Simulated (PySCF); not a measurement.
# OH: bond curves at several levels of theory

Aim: find the lowest electronic state of OH, scan its bond at several levels of theory, and get bond length, wavenumber and dissociation energy from each curve.

The runs use PySCF 2.14.0; H def2-TZVP, O def2-TZVP, no relativity.

### Step 1. The job

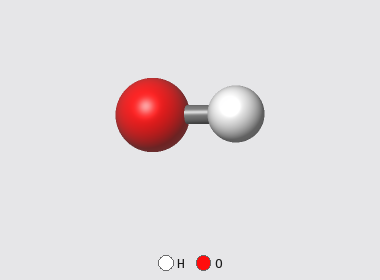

The two atoms at the starting distance (hydrogen white, oxygen red).

Settings of the job:

```json
{"atoms": "H, O", "charge": "0", "basis": "H def2-TZVP, O def2-TZVP", "Hamiltonian": "no relativity", "basis functions": "37", "electrons treated": "9", "masses in u": "1.0078, 15.9949", "levels": "PBE0, PBE, r²SCAN, B97-3, PW91, BLYP, HF, MP2, SCS-MP2, CCSD, CCSD(T)", "grid": "80 radial by 434 angular points", "occupations": "held fixed by the projection of orbital angular momentum", "dissociation limit": "H + O, each in its ground configuration", "starting distance in angstrom": "0.920", "values of 2S to try": "1, 3"}
```

Started as:

```bash
> OMP_NUM_THREADS=1 python dia.py task.json out
```

Further steps of the session: First curve: PBE0; PBE; r²SCAN; B97-3; PW91 (GGA); BLYP; UHF (mean field); MP2 and coupled cluster.

**Question.** What will these runs give? Wanted: for each run, Re; ωe; De; μ.

The runs gave:

Lowest PBE0 solution found, without spin–orbit coupling: ²Π (doublet), unpaired electrons π ↑.

```csv
level,Re (Å),ωe (cm⁻¹),De (eV),μ (D)
UHF,0.953,4018,2.91,-1.84
UHF-MP2,0.972,3779,4.37,n/a
UHF-SCS-MP2,0.973,3761,4.40,n/a
UHF-CCSD,0.974,3733,4.31,n/a
UHF-CCSD(T),0.976,3700,4.36,n/a
PBE,0.986,3583,4.69,-1.73
PW91,0.985,3591,4.71,-1.73
BLYP,0.988,3533,4.68,-1.73
r²SCAN,0.976,3696,4.64,-1.76
PBE0,0.973,3749,4.51,-1.77
B97-3,0.972,3754,4.56,-1.76
```

De is counted to H + O in their ground configurations. A positive dipole means H(−)O(+).

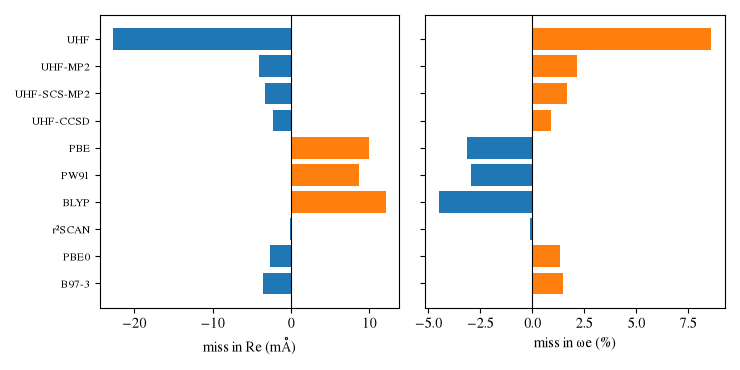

Differences in bond length and wavenumber from CCSD(T) in the same basis.

**Reading.** Judged by CCSD(T) in the same basis: best bond length r²SCAN (0 mÅ), worst UHF (-23 mÅ); best wavenumber r²SCAN (-0.1 %), worst UHF (+8.6 %). Hartree–Fock falls on the short and stiff side, its usual fault. PBE gives a bond that is too long and too soft, as GGAs tend to. Among the levels with a De in the table, it runs from 2.91 eV (UHF) to 4.71 eV (PW91).

Correlated steps freeze 1 core orbital.
